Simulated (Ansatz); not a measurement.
# AsH₅InSi (doublet): what the fields show

```xyz
8

As    0.2321    0.3548    0.8752
In    0.2682   -0.1850    3.5331
Si   -2.1233    0.0336    0.7072
H    -2.9240    0.6407    1.8303
H    -2.3765   -1.4498    0.6929
H    -2.6232    0.6186   -0.5876
H     0.0778    1.8514    1.2342
H     1.5290    0.6743    4.5066
```

Geometry: PBE-D3(BJ)/def2-SVP; core potentials replace the inner electrons of In.

Computed with isolated molecule in a Gaussian basis; Kohn-Sham density functional theory, functional PBE0 (Ansatz).

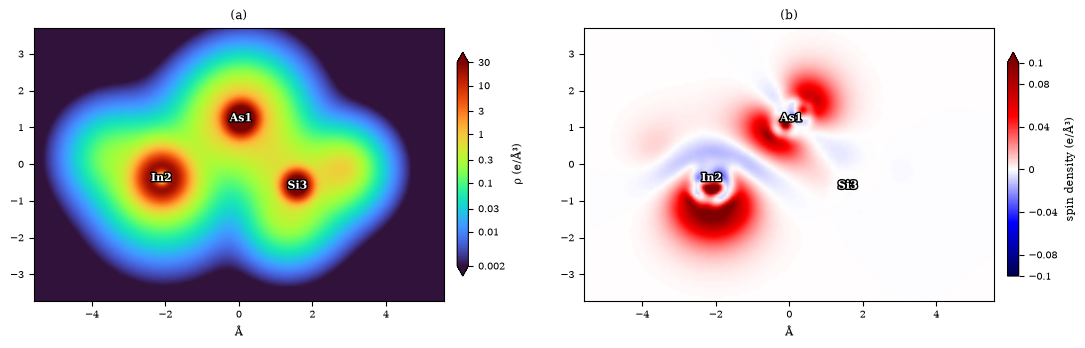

Figure 1. (a) electron density; (b) spin density on the plane of atoms In2, As1 and Si3.

Q: Read the bonding off the picture.

A:
- The plane passes through As, In and Si nuclei.
- Si–As (2.38 Å): ρ is about 0.61 e/Å³ halfway.
- In–As (2.71 Å): the density is about 0.37 e/Å³ at the midpoint.
- The unpaired spin (1 electron) lies mostly on In2 (about 0.6), As1 (about 0.2) and H8 (about 0.1), in electrons by Hirshfeld's partition.

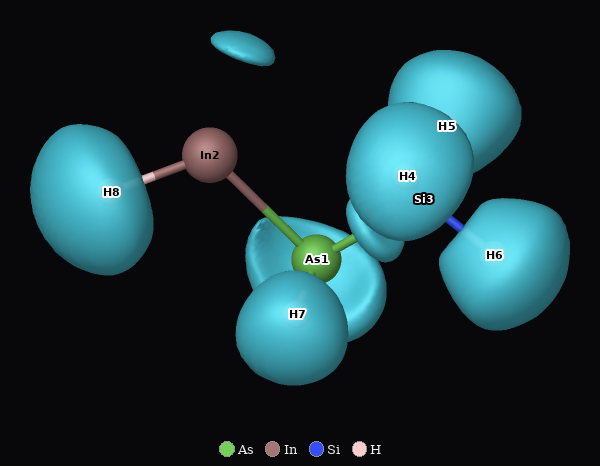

Figure 2. Isosurface of the ELF at 0.8 (cyan), seen across its widest extent. Only the valence region is drawn (cores and ρ < 0.01 e/Å³ removed).

Q: What do the ELF domains correspond to?

A: At this value the surface marks out one region between bonded As–Si atoms (shared pairs), five regions around hydrogen nuclei, one lobe on As, pointing away from the bonds (non-bonding electrons) and one lobe on In, pointing away from the bonds (non-bonding electrons). Along the contacts the grid gives the following. Si–As (2.38 Å): the ELF peaks at about 0.95 between the atoms, as expected for a shared electron pair. In–As (2.71 Å): the ELF peaks at about 0.75 in the valence shell of As, 1.2 Å from its nucleus, and drops to about 0.20 between the two atoms.

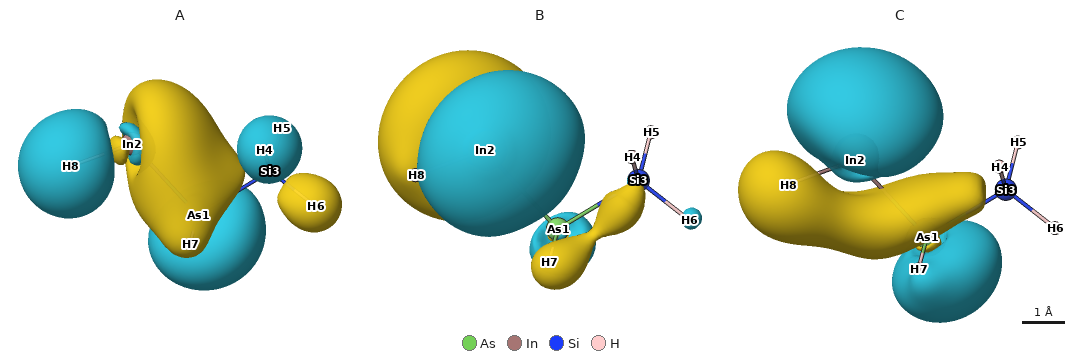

Figure 3. Three frontier orbitals at ±0.06 Å⁻³ᐟ² (yellow and cyan are the two phases), in no order.

Q: Order the three orbitals by energy and name them. All are α orbitals.

A: A is the HOMO−1 (α) (−7.44 eV). Its weight (Hirshfeld) is mainly on As1 (about 40 %), In2 (about 30 %) and H8 (about 20 %). C is the HOMO (α) (−5.53 eV). Its weight (Hirshfeld) is mainly on In2 (about 60 %), As1 (about 25 %) and H8 (about 10 %). B is the LUMO (α) (−2.08 eV). It lies mainly on In2 (about 85 %) and As1 (about 5 %).

Q: What is the gap between the highest occupied and lowest empty α orbitals?

A: 3.45 eV between the orbital energies.

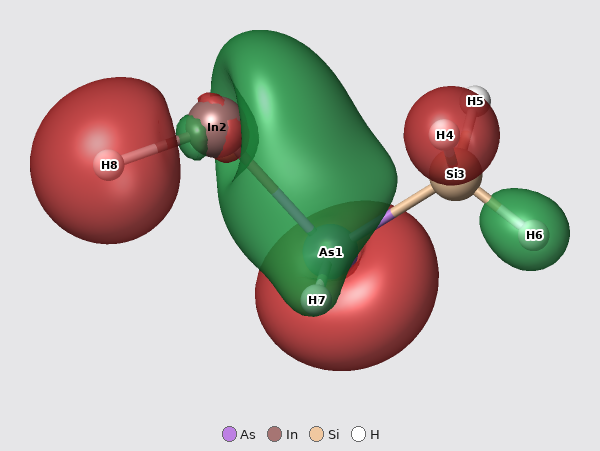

Figure 4. The HOMO−1 (α) at ±0.08 Å⁻³ᐟ² (green and red are the two phases), seen across its widest extent.

Q: What is the character of this orbital?

A: By Hirshfeld shares it lies mainly on As1 (about 40 %), In2 (about 30 %) and H8 (about 20 %). Its energy is −7.44 eV.
